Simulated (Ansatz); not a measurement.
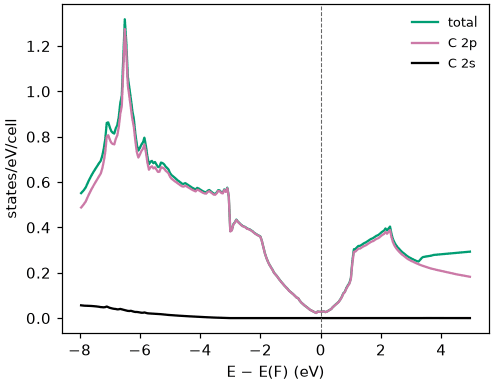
Fig. 1. Total and projected density of states of C in space group P6/mmm (No. 191; C on 2c), LDA in the plane-wave PAW code Ansatz

Problem. Which orbitals carry the states next to the Fermi level?

Solution. Within 0.5 eV of the Fermi level: C 2p 99 %. Projections are on Löwdin-orthogonalised atomic valence shells; empty p or d shells of many metals are not among them.

Problem. Where is the tallest occupied peak in this window, and what makes it?

Solution. Near -6.5 eV, about 1.3 states/eV per cell; the largest projected share is C 2p.

The workflow started from a Materials Project entry (that database holds measured and hypothetical structures alike); the Crystallography Open Database copy checked does not list it. It is not the phase usual at ambient conditions (space group No. 194, 227). The cell was relaxed with LDA under the symmetry of its start. At this level the phase is mechanically unstable. A crystal of weakly bound layers computed without a dispersion correction: the cell and the soft elastic constants depend strongly on that.

Potentials: the later of the program's two PAW sets.
